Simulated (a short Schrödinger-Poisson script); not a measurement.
System: gated In0.52Al0.48As/In0.53Ga0.47As δ-doped gas in a quantum well, at 300 K.

```
layer        material  thickness (nm)  Na (cm⁻³)
-----  --------------  --------------  ---------
1      In0.52Al0.48As              10          -
2      In0.52Al0.48As              40          -
3      In0.53Ga0.47As               8          -
4      In0.52Al0.48As            4000       8e14
```

The device is made up for the run: typed textbook-type constants, with dimensions and the other settings drawn at random. In0.52Al0.48As: permittivity 12.5, conduction-band edge (eV) 0.52, gap (eV) 1.45, electron mass (mₑ) 0.075, Nv at 300 K (cm⁻³) 1.1e19. In0.53Ga0.47As: permittivity 13.9, conduction-band edge (eV) 0, gap (eV) 0.74, Nv at 300 K (cm⁻³) 7.7e18.

Channel valleys (confinement mass, in-plane density-of-states mass, number): Γ 0.041, 0.041, 1. At the gate the conduction-band edge of layer 1 lies 0.65 eV − eVg above the Fermi level of the channel; the field vanishes at the back. Sheet of ionised δ-doping: +2.1e12 e/cm² at 10 nm from the gate. The barrier under the gate holds no holes. Gaps are held at their typed values at every temperature. Mesh 0.08 nm at interfaces.

From a short Schrödinger-Poisson script (our own, NumPy): 1D Poisson equation in equilibrium, electrons quantum, Hartree (BenDaniel-Duke, 40 states a valley, the channel's in-plane mass for all, wave functions free to enter the barrier), parabolic valleys, classical holes, full ionisation, no traps, pinning or gate leakage.

Only gate voltages with over 1e8 electrons/cm² are shown.

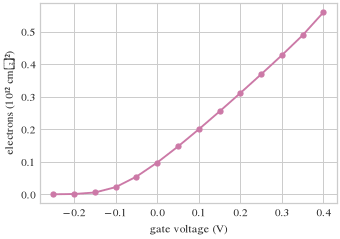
Fig. 1. Sheet density against gate voltage

```csv
Vg (V),electrons (cm⁻²),in the channel layer,C (μF/cm²),Γ E0 (meV),Γ E1 (meV)
0.4,5.59e11,5.19e11,0.258,-22.5,85.2
0.35,4.88e11,4.65e11,0.206,-17.7,123.6
0.3,4.27e11,4.10e11,0.192,-12.4,163.0
0.25,3.68e11,3.54e11,0.187,-6.7,198.8
0.2,3.11e11,2.99e11,0.184,-0.4,205.3
0.15,2.55e11,2.45e11,0.180,6.5,212.5
0.1,2.00e11,1.92e11,0.175,14.6,220.8
0.05,1.47e11,1.41e11,0.166,24.1,230.6
0,9.77e10,9.40e10,0.153,36.2,242.9
-0.05,5.45e10,5.24e10,0.129,52.6,259.5
-0.1,2.21e10,2.13e10,0.0861,76.8,283.9
-0.15,5.67e9,5.46e9,0.0379,112.5,319.7
-0.2,1.03e9,9.95e8,0.0163,156.6,363.8
-0.25,1.70e8,1.63e8,0.0120,203.4,410.6
```

Subbands count from the Fermi level.
